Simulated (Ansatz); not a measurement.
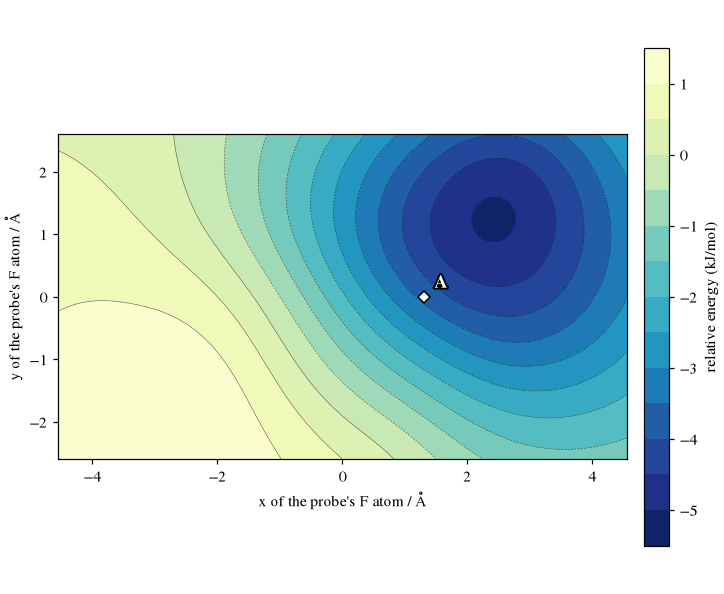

ClF₂GeH₃Si (SMILES [F][Ge]([F])([SiH3])[Cl]) with the probe HF. 
- The probe is moved over a plane parallel to the molecule's main plane, 4.49 Å above it.
- The first coordinate is: x of the probe's F atom; the second: y of the probe's F atom.
- Nothing is relaxed (molecule and probe rigid, the probe upright with F nearest the plane).
- The scan uses a 15 × 9 grid.
- Points are written as (first, second).
- Energies: kJ/mol, counted from molecule and probe far apart, each relaxed in its own basis (no counterpoise correction).
- All numbers below come from RKS PBE-D4/def2-SVPD in Ansatz.

The picture shows filled contours, the point A. Between grid points the surface is interpolated.

Question: Which way does the force act at A, and how strong is it?

Answer: A, at (1.30 Å, 0.00 Å), is not a stationary point. The computed force is 0.016 eV/Å in the plane, pointing up and right in the picture (components 0.011 and 0.012 eV/Å).
